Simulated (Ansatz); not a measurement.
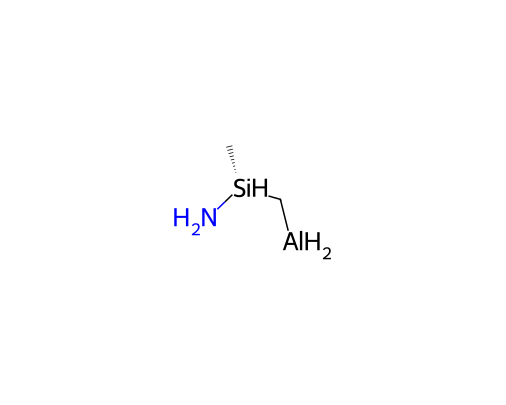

(Drawn from a calculation with Ansatz.)

Skeletal drawing of a molecule.

> Transcribe the drawing into SMILES.

C[Si@@H](N)[CH2][AlH2]

> Give the formula, hydrogens included.

C2H10AlNSi.

> An optimisation with PBE0-D4/def2-TZVP gave a structure of which point group?

C1.
